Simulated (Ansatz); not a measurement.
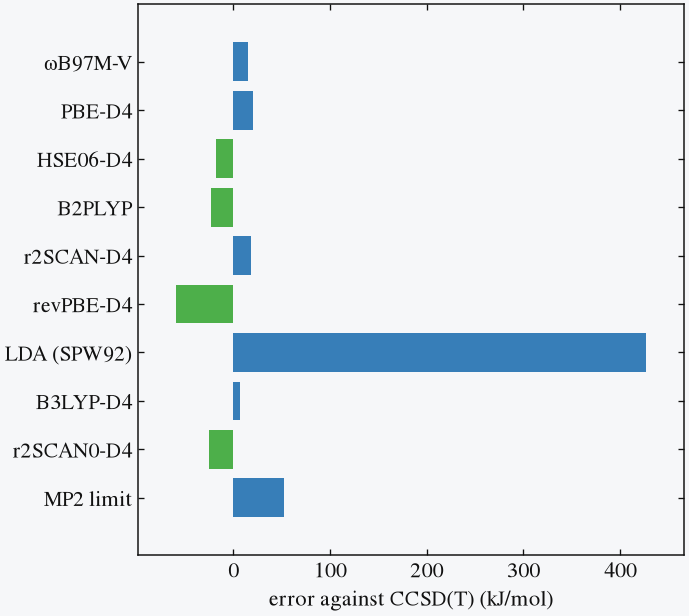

Error in the electronic atomisation energy (method less reference, so positive means overbinding) of CH₆AlBO, SMILES B[O][AlH][CH3], singlet: functionals in def2-TZVPP against frozen-core CCSD(T) at the limit (MP2 extrapolated from triple and quadruple zeta, plus CCSD(T) less MP2 in a smaller set), which gives 3662.0 kJ/mol, at a PBE0-D4/def2-TZVP geometry (a minimum by its frequencies), no zero-point or spin-orbit term, the Ansatz code. The reference leaves out core correlation, a term that grows with the number of heavy atoms. B2PLYP holds a correlation term that converges slowly with the basis, so part of the distance to the limit is basis error. No dispersion term is added to B2PLYP. Limit means the basis limit.

Which of these levels overbind, and which underbind?

Answer. Overbind: LDA (SPW92) and MP2 limit. Underbind: B2PLYP, revPBE-D4 and r2SCAN0-D4. Within 20 kJ/mol of zero, too close to call in view of what the reference leaves out: ωB97M-V, PBE-D4, HSE06-D4, r2SCAN-D4 and B3LYP-D4.

What range do the values span?

Answer. From −59.7 kJ/mol (revPBE-D4) to 427.2 kJ/mol (LDA (SPW92)).

Limits of at least one run: one conformer of a flexible molecule.
